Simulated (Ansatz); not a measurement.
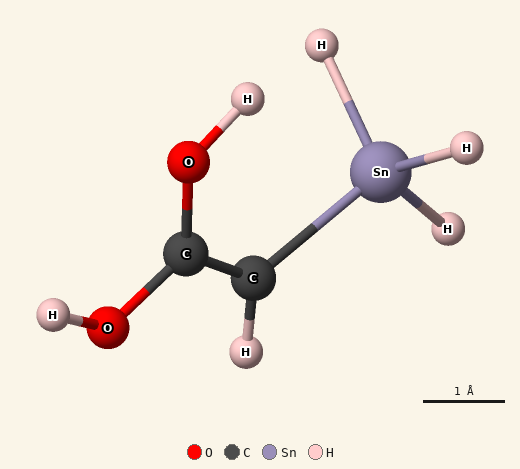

Figure 1. The structure as given in the input (ball-and-stick view, seen at a tilt). Sticks mark near contacts. Bond lengths as drawn: C–C 1.29 Å, C–H 1.08 Å, C–O 1.36 Å, C–Sn 2.17 Å, H–O 1.06 to 1.09 Å and H–Sn 1.73 to 1.80 Å.

Run report: C₂H₆O₂Sn, geometry relaxation (part 1 of 2)

C₂H₆O₂Sn, computed with RKS PBE0-D4/def2-SVP (Ansatz 0.2.0).

It belongs to a series of runs on one base structure; here: end point A relaxed.

Output:
```
The last accepted step is kept in [file] (removed where the run ends without a failure and the disk answers)
Engine: ansatz 0.2.0, x86_64-unknown-linux-gnu
Functional definition: PBE0
  parameter a = 0.25
  parameter kappa = 0.804
  parameter beta = 0.06672455060314922
  exchange = (1 - a)*pbe_x(kappa = kappa, mu = beta*pi^2/3) + a*exact_x
  correlation = pbe_c(beta = beta)
1320 factors; integrals over basis functions are off by at most 3.2e-4 eV
mean field evaluation 1: about -12075.7840 eV, gradient 5.8e1 eV
mean field evaluation 2: about -12069.6647 eV, gradient 7.4e1 eV
mean field evaluation 4: about -12083.1880 eV, gradient 4.0e0 eV
mean field evaluation 8: about -12083.2555 eV, gradient 5.7e-2 eV
mean field evaluation 16: about -12083.2555 eV, gradient 9.7e-6 eV
mean field -12083.25552708 eV, -444.0514502953 hartree, gradient 9.7e-6 eV, S^2 0.000000; 0 other end points of the search recorded, 0 dependent functions left out
the calculation of the forces begins
reference -12083.25555765 eV, -444.0514514189 hartree; 28, 28 occupied and 84, 84 virtual orbitals, 1320 factors
relax step   1: F+E_penalty+E_count = -12083.44964427 eV  Δ(F+E_penalty+E_count) = +0.000e0 eV  max|allowed force component| = 3.862e0 eV/Å  Δτ_max = 0.0000 Å  (27 SCF iters, accepted)
these checks for a lower state are left out or cut short: starts, cluster_reference, orbital_swaps, neighbouring_geometries, increment
1320 factors; integrals over basis functions are off by at most 3.4e-4 eV
mean field -12084.15337501 eV, -444.0844455982 hartree, gradient 1.1e-5 eV, S^2 0.000000; 0 other end points of the search recorded, 0 dependent functions left out
[... from here on the field's lines of each further geometry are left out, up to the last ...]
relax step   2: F+E_penalty+E_count = -12084.34869467 eV  Δ(F+E_penalty+E_count) = -8.991e-1 eV  max|allowed force component| = 1.293e0 eV/Å  Δτ_max = 0.1948 Å  (30 SCF iters, accepted)
relax step   3: F+E_penalty+E_count = -12084.51913568 eV  Δ(F+E_penalty+E_count) = -1.704e-1 eV  max|allowed force component| = 8.428e-1 eV/Å  Δτ_max = 0.1320 Å  (30 SCF iters, accepted)
relax step   4: F+E_penalty+E_count = -12084.53755714 eV  Δ(F+E_penalty+E_count) = -1.842e-2 eV  max|allowed force component| = 6.537e-1 eV/Å  Δτ_max = 0.0951 Å  (29 SCF iters, accepted)
relax step   5: F+E_penalty+E_count = -12084.56169489 eV  Δ(F+E_penalty+E_count) = -2.414e-2 eV  max|allowed force component| = 1.939e-1 eV/Å  Δτ_max = 0.0718 Å  (30 SCF iters, accepted)
relax step   6: F+E_penalty+E_count = -12084.56395236 eV  Δ(F+E_penalty+E_count) = -2.257e-3 eV  max|allowed force component| = 1.545e-1 eV/Å  Δτ_max = 0.0398 Å  (30 SCF iters, accepted)
relax step   7: F+E_penalty+E_count = -12084.56611669 eV  Δ(F+E_penalty+E_count) = -2.164e-3 eV  max|allowed force component| = 2.358e-1 eV/Å  Δτ_max = 0.0583 Å  (29 SCF iters, accepted)
relax step   8: F+E_penalty+E_count = -12084.56831394 eV  Δ(F+E_penalty+E_count) = -2.197e-3 eV  max|allowed force component| = 1.609e-1 eV/Å  Δτ_max = 0.0340 Å  (30 SCF iters, accepted)
relax step   9: F+E_penalty+E_count = -12084.56691432 eV  Δ(F+E_penalty+E_count) = +1.400e-3 eV  max|allowed force component| = 4.636e-1 eV/Å  Δτ_max = 0.1230 Å  (29 SCF iters, rejected (line search))
relax step  10: F+E_penalty+E_count = -12084.57200199 eV  Δ(F+E_penalty+E_count) = -3.688e-3 eV  max|allowed force component| = 1.873e-1 eV/Å  Δτ_max = 0.0615 Å  (29 SCF iters, accepted)
relax step  11: F+E_penalty+E_count = -12084.57727530 eV  Δ(F+E_penalty+E_count) = -5.273e-3 eV  max|allowed force component| = 2.660e-1 eV/Å  Δτ_max = 0.0975 Å  (29 SCF iters, accepted)
relax step  12: F+E_penalty+E_count = -12084.58512981 eV  Δ(F+E_penalty+E_count) = -7.855e-3 eV  max|allowed force component| = 4.343e-1 eV/Å  Δτ_max = 0.1485 Å  (28 SCF iters, accepted)
relax step  13: F+E_penalty+E_count = -12084.58501974 eV  Δ(F+E_penalty+E_count) = +1.101e-4 eV  max|allowed force component| = 6.676e-1 eV/Å  Δτ_max = 0.1947 Å  (28 SCF iters, rejected (line search))
relax step  14: F+E_penalty+E_count = -12084.60276578 eV  Δ(F+E_penalty+E_count) = -1.764e-2 eV  max|allowed force component| = 2.461e-1 eV/Å  Δτ_max = 0.0949 Å  (29 SCF iters, accepted)
relax step  15: F+E_penalty+E_count = -12084.61399857 eV  Δ(F+E_penalty+E_count) = -1.123e-2 eV  max|allowed force component| = 9.217e-2 eV/Å  Δτ_max = 0.0999 Å  (29 SCF iters, accepted)
relax step  16: F+E_penalty+E_count = -12084.62739823 eV  Δ(F+E_penalty+E_count) = -1.340e-2 eV  max|allowed force component| = 1.127e-1 eV/Å  Δτ_max = 0.1500 Å  (29 SCF iters, accepted)
relax step  17: F+E_penalty+E_count = -12084.63176039 eV  Δ(F+E_penalty+E_count) = -4.362e-3 eV  max|allowed force component| = 2.821e-1 eV/Å  Δτ_max = 0.1942 Å  (28 SCF iters, accepted)
relax step  18: F+E_penalty+E_count = -12084.63663366 eV  Δ(F+E_penalty+E_count) = -4.873e-3 eV  max|allowed force component| = 1.823e-1 eV/Å  Δτ_max = 0.0959 Å  (29 SCF iters, accepted)
relax step  19: F+E_penalty+E_count = -12084.64267523 eV  Δ(F+E_penalty+E_count) = -6.042e-3 eV  max|allowed force component| = 1.050e-1 eV/Å  Δτ_max = 0.0348 Å  (30 SCF iters, accepted)
relax step  20: F+E_penalty+E_count = -12084.64428228 eV  Δ(F+E_penalty+E_count) = -1.607e-3 eV  max|allowed force component| = 1.511e-1 eV/Å  Δτ_max = 0.0581 Å  (28 SCF iters, accepted)
relax step  21: F+E_penalty+E_count = -12084.64608854 eV  Δ(F+E_penalty+E_count) = -1.806e-3 eV  max|allowed force component| = 5.167e-2 eV/Å  Δτ_max = 0.0194 Å  (30 SCF iters, accepted)
relax step  22: F+E_penalty+E_count = -12084.64718099 eV  Δ(F+E_penalty+E_count) = -1.092e-3 eV  max|allowed force component| = 2.276e-2 eV/Å  Δτ_max = 0.0343 Å  (30 SCF iters, accepted)
relax step  23: F+E_penalty+E_count = -12084.64748062 eV  Δ(F+E_penalty+E_count) = -2.996e-4 eV  max|allowed force component| = 4.346e-2 eV/Å  Δτ_max = 0.0419 Å  (29 SCF iters, accepted)
relax step  24: F+E_penalty+E_count = -12084.64756721 eV  Δ(F+E_penalty+E_count) = -8.658e-5 eV  max|allowed force component| = 3.277e-2 eV/Å  Δτ_max = 0.0165 Å  (24 SCF iters, accepted)
the calculation of the forces begins
reference -12084.45157542 eV, -444.0954042612 hartree; 28, 28 occupied and 84, 84 virtual orbitals, 1320 factors
relax step  25: F+E_penalty+E_count = -12084.64756834 eV  Δ(F+E_penalty+E_count) = -1.137e-6 eV  max|allowed force component| = 1.722e-2 eV/Å  Δτ_max = 0.0122 Å  (24 SCF iters, accepted)
1320 factors; integrals over basis functions are off by at most 3.7e-4 eV
mean field evaluation 192: about -12084.4514 eV, gradient 2.3e-1 eV
```

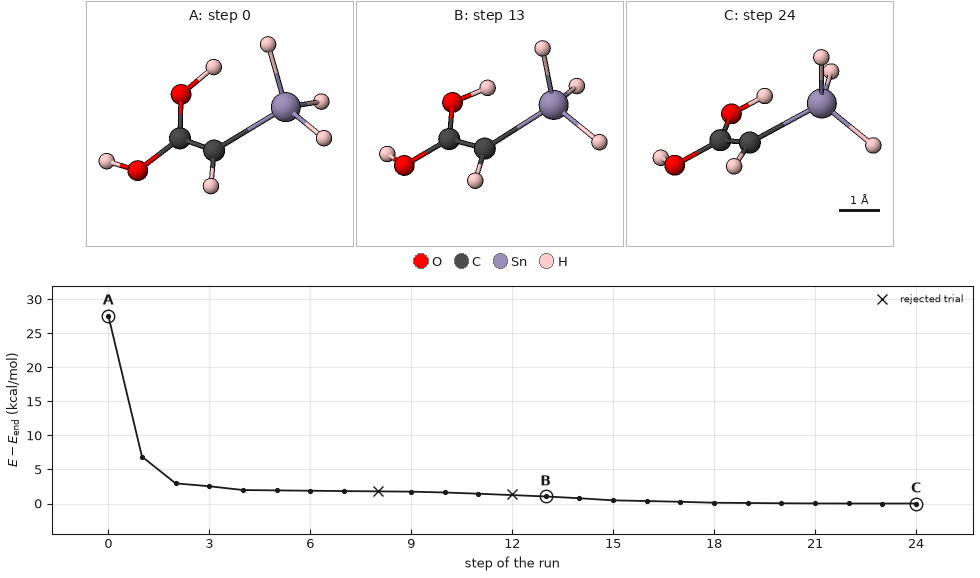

Figure 2. Frames of the relaxation (ball-and-stick view, seen at a tilt) above the curves, on which the letters mark them (the first geometry is step 0 here and step 1 in the log).

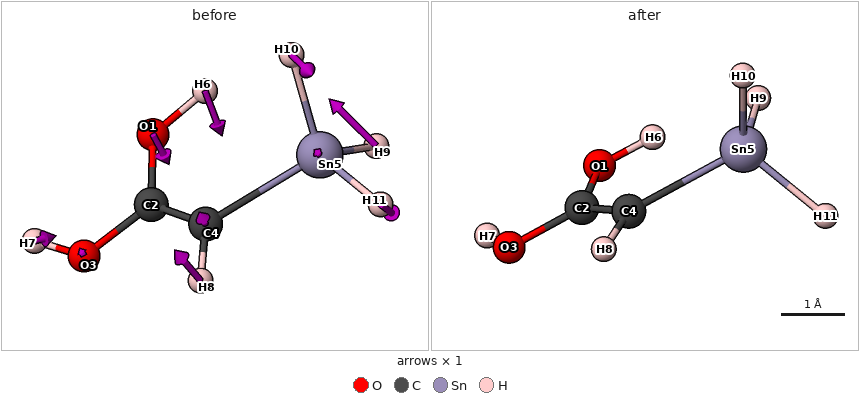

Figure 3. Before (left) and after (right) the relaxation, at one scale (ball-and-stick view, seen at a tilt). The pink arrows give the displacements, at true length. After 24 geometry steps the energy has fallen by 27.6 kcal/mol. Largest force component: 3.9 eV/Å at the start, 0.017 eV/Å at the end. The line search rejected the trial steps at points 8, 12 (counted from 0) and went back. The atom that moves furthest after the best rigid fit is H9 (1.10 Å). By element the largest moves are H 1.10 Å, O 0.66 Å, C 0.33 Å, Sn 0.16 Å. Distances before and after: O1–H6 1.090 → 0.969 Å, O3–H7 1.065 → 0.966 Å, C4–Sn5 2.172 → 2.102 Å, Sn5–H9 1.800 → 1.734 Å. Among the angles that change: C2–O3–H7 121.1° → 107.9°, C2–O1–H6 121.3° → 109.7°, Sn5–C4–H8 113.9° → 120.8°. (Atoms are counted from 1 in the order of the input.)

```
mean field -12084.45154531 eV, -444.0954031549 hartree, gradient 2.0e-5 eV, S^2 0.000000; 1 other end points of the search recorded, 0 dependent functions left out
the calculation of the forces begins
reference -12084.45157542 eV, -444.0954042612 hartree; 28, 28 occupied and 84, 84 virtual orbitals, 1320 factors
Total energy: -12084.64759845 eV, -444.1026079747 hartree
Atom 0 at     0.578599     0.409862     1.644739 Å, force     0.007229    -0.006759    -0.012229 eV/Å
Atom 1 at     0.901495    -0.492635     0.701215 Å, force    -0.014375    -0.004221     0.001843 eV/Å
Atom 2 at     1.907750    -1.264532     1.119250 Å, force     0.003952     0.004101     0.000556 eV/Å
Atom 3 at     0.323888    -0.642201    -0.508667 Å, force     0.005810     0.010341     0.017217 eV/Å
Atom 4 at    -1.259165     0.563021    -1.188253 Å, force     0.008661    -0.007769     0.001130 eV/Å
Atom 5 at    -0.154959     0.960532     1.332474 Å, force     0.000458     0.006223     0.001662 eV/Å
Atom 6 at     2.156264    -0.973323     2.006048 Å, force    -0.002098    -0.002958    -0.000862 eV/Å
Atom 7 at     0.728179    -1.439540    -1.134222 Å, force     0.005872    -0.003185    -0.006719 eV/Å
Atom 8 at    -1.568747     1.668166     0.112018 Å, force    -0.006153    -0.000802    -0.000295 eV/Å
Atom 9 at    -0.855587     1.481504    -2.577846 Å, force    -0.006638    -0.005597     0.002031 eV/Å
Atom 10 at    -2.692418    -0.327754    -1.486157 Å, force    -0.002719     0.010626    -0.004335 eV/Å
Dipole moment:    -0.010449     0.141465     0.215259 e Å
```

Trajectory as extended XYZ (Å, eV, eV/Å), 25 frames, from step=1 to step=25:
```
11
Properties=species:S:1:pos:R:3:forces:R:3 step=1 energy=-12083.44964
O     0.9783    0.7864    1.2720   -1.2566   2.1667  -0.0593
C     0.9168   -0.4505    0.6992    2.3073   1.4039   2.4142
O     1.7957   -1.3901    1.1536    2.1475   1.2379   2.6464
C     0.1438   -0.7851   -0.2729   -3.6235  -0.1013  -3.3482
Sn   -1.3827    0.5054   -1.1235    0.2071  -0.1269   0.7918
H     0.3000    1.5844    0.9702    2.4644  -3.8621   0.7015
H     2.5122   -1.1542    1.9054   -2.9182  -0.0210  -2.6764
H     0.1441   -1.7845   -0.6748    0.2646  -0.5014  -0.0101
H    -2.4678    1.0673    0.1986    0.5093  -0.2034  -0.6974
H    -0.5761    1.8990   -1.7864   -0.2514  -0.1382   0.0649
H    -2.2990   -0.3350   -2.3208    0.1494   0.1458   0.1724
11
Properties=species:S:1:pos:R:3:forces:R:3 step=2 energy=-12084.34870
O     1.0243    0.7366    1.3065   -0.5685   0.7332  -0.3760
C     0.9506   -0.4527    0.6698    0.2207  -0.4077   1.0006
O     1.8117   -1.3603    1.1708    1.0171   0.8140   0.9594
C     0.0782   -0.8199   -0.2742   -0.4100   0.5005  -0.5600
Sn   -1.3417    0.5013   -1.0753    0.2924  -0.1334  -0.8171
H     0.3369    1.3967    1.0070    1.0731  -1.2926   0.3055
H     2.4262   -0.9973    1.8728   -1.2644  -0.1955  -1.2485
H     0.1161   -1.8289   -0.6769    0.1584  -0.1234   0.0817
H    -2.3736    1.1286    0.0543   -0.6693   0.2651   0.8726
H    -0.7194    1.9439   -1.7730    0.2540  -0.0274  -0.0734
H    -2.2440   -0.3049   -2.2613   -0.1035  -0.1328  -0.1448
11
Properties=species:S:1:pos:R:3:forces:R:3 step=3 energy=-12084.51914
O     1.0625    0.7209    1.3529    0.3366  -0.6152   0.3861
C     0.9070   -0.4624    0.7315    0.3727  -0.3475  -0.8428
O     1.8224   -1.3404    1.1627   -0.4138  -0.2677  -0.2241
C     0.0600   -0.7698   -0.2830    0.1090   0.2460   0.5456
Sn   -1.3897    0.5123   -1.1020    0.2307   0.1035  -0.2978
H     0.4290    1.3553    1.0412   -0.5508   0.5266  -0.2815
H     2.3804   -0.9408    1.8295    0.1398   0.3282   0.2946
H     0.1264   -1.7731   -0.7074    0.1194  -0.0420   0.1624
H    -2.4328    1.0753    0.1148   -0.2028   0.1722   0.2004
H    -0.6155    1.8836   -1.8277   -0.1237  -0.0667   0.0809
H    -2.2845   -0.3177   -2.2919   -0.0172  -0.0374  -0.0237
11
Properties=species:S:1:pos:R:3:forces:R:3 step=4 energy=-12084.53756
O     1.0154    0.6698    1.4178    0.4002  -0.4232   0.2176
C     0.9149   -0.4896    0.7351   -0.3473   0.1113  -0.6537
O     1.8245   -1.3663    1.1573   -0.1463   0.0448   0.0776
C     0.0581   -0.7608   -0.2715    0.1199  -0.2699   0.1529
Sn   -1.3856    0.5263   -1.1016    0.1134   0.0179  -0.1643
H     0.4545    1.3363    1.0279   -0.3184   0.3292  -0.1683
H     2.3760   -0.8765    1.7705    0.3848  -0.0448   0.3613
H     0.1541   -1.7719   -0.6884   -0.0105   0.2089   0.0137
H    -2.4465    1.1174    0.0978   -0.1050   0.1135   0.1308
H    -0.6229    1.8878   -1.8492   -0.0704  -0.0557   0.0735
H    -2.2773   -0.3293   -2.2750   -0.0203  -0.0321  -0.0411
11
Properties=species:S:1:pos:R:3:forces:R:3 step=5 energy=-12084.56170
O     1.0442    0.6915    1.3764    0.0409   0.0008   0.0125
C     0.9329   -0.4728    0.7084   -0.0692  -0.1939  -0.0683
O     1.8173   -1.3622    1.1760   -0.0209   0.0984  -0.0364
C     0.0681   -0.7683   -0.2832    0.0424   0.1139   0.0681
Sn   -1.3927    0.5160   -1.1033    0.0672   0.0350  -0.0303
H     0.4334    1.3486    1.0248   -0.0115  -0.0186  -0.0158
H     2.3770   -0.9204    1.8273   -0.0312   0.0121   0.0051
H     0.1566   -1.7703   -0.7057    0.0199  -0.0364   0.0353
H    -2.4484    1.1272    0.1122    0.0022  -0.0080   0.0003
H    -0.6377    1.8884   -1.8263   -0.0421  -0.0050   0.0078
H    -2.2853   -0.3345   -2.2859    0.0024   0.0016   0.0217
11
Properties=species:S:1:pos:R:3:forces:R:3 step=6 energy=-12084.56395
O     1.0465    0.6917    1.3743    0.0960  -0.1545  -0.0073
C     0.9390   -0.4729    0.7008   -0.0716  -0.0118   0.0059
O     1.8300   -1.3540    1.1635   -0.0725  -0.0945  -0.1512
C     0.0742   -0.7657   -0.2904    0.0374   0.0951   0.0469
Sn   -1.3827    0.5217   -1.1108    0.0257   0.0088   0.0069
H     0.4072    1.3315    1.0495   -0.1007   0.0839  -0.0475
H     2.3572   -0.9252    1.8444    0.0779   0.1028   0.1345
H     0.1562   -1.7707   -0.7070    0.0242  -0.0347   0.0173
H    -2.4199    1.1375    0.1197    0.0035   0.0001  -0.0070
H    -0.6493    1.8904   -1.8548   -0.0102   0.0080  -0.0050
H    -2.2930   -0.3413   -2.2687   -0.0098  -0.0032   0.0065
11
Properties=species:S:1:pos:R:3:forces:R:3 step=7 energy=-12084.56612
O     1.0434    0.6872    1.3726   -0.0849  -0.0515  -0.0744
C     0.9429   -0.4778    0.6947    0.0619   0.2358   0.0629
O     1.8501   -1.3452    1.1451    0.0549  -0.1033   0.0403
C     0.0864   -0.7635   -0.3018   -0.0511  -0.0078  -0.0370
Sn   -1.3663    0.5297   -1.1197   -0.0502  -0.0319   0.0239
H     0.3639    1.3071    1.0801    0.0425  -0.0528   0.0386
H     2.3340   -0.9291    1.8703   -0.0239   0.0074  -0.0186
H     0.1673   -1.7714   -0.7129    0.0057  -0.0077  -0.0129
H    -2.3790    1.1621    0.1249    0.0162   0.0038   0.0020
H    -0.6654    1.8933   -1.8963    0.0330   0.0070  -0.0210
H    -2.3121   -0.3494   -2.2365   -0.0042   0.0010  -0.0039
11
Properties=species:S:1:pos:R:3:forces:R:3 step=8 energy=-12084.56831
O     1.0327    0.6821    1.3834   -0.0416  -0.0351  -0.0336
C     0.9445   -0.4754    0.6943    0.0351   0.1609   0.0366
O     1.8560   -1.3422    1.1388    0.0399  -0.0883   0.0183
C     0.0923   -0.7587   -0.3071   -0.0407  -0.0088  -0.0304
Sn   -1.3645    0.5316   -1.1229   -0.0282  -0.0302   0.0152
H     0.3420    1.2938    1.1025    0.0098  -0.0212   0.0275
H     2.3309   -0.9333    1.8733   -0.0131   0.0174  -0.0031
H     0.1822   -1.7629   -0.7254    0.0032  -0.0070  -0.0156
H    -2.3582    1.1834    0.1269    0.0182   0.0068   0.0070
H    -0.6640    1.8804   -1.9257    0.0236   0.0052  -0.0197
H    -2.3286   -0.3557   -2.2175   -0.0062   0.0001  -0.0022
11
Properties=species:S:1:pos:R:3:forces:R:3 step=9 energy=-12084.56691 accepted=F
O     1.0235    0.6791    1.3877   -0.4636   0.1655  -0.2206
C     0.9580   -0.4710    0.6751   -0.0634   0.4022   0.1703
O     1.8887   -1.3192    1.1049    0.3083  -0.0250   0.4030
C     0.1058   -0.7509   -0.3257   -0.0174  -0.0944  -0.0933
Sn   -1.3489    0.5403   -1.1386   -0.0620  -0.0329   0.0359
H     0.2583    1.2450    1.1783    0.3865  -0.2953   0.1259
H     2.2885   -0.9384    1.9079   -0.1529  -0.1725  -0.3704
H     0.1967   -1.7554   -0.7442    0.0109   0.0074  -0.0315
H    -2.2725    1.2255    0.1538    0.0321   0.0139  -0.0535
H    -0.6669    1.8573   -2.0067    0.0136  -0.0072  -0.0075
H    -2.3659   -0.3692   -2.1718    0.0080   0.0383   0.0417
```
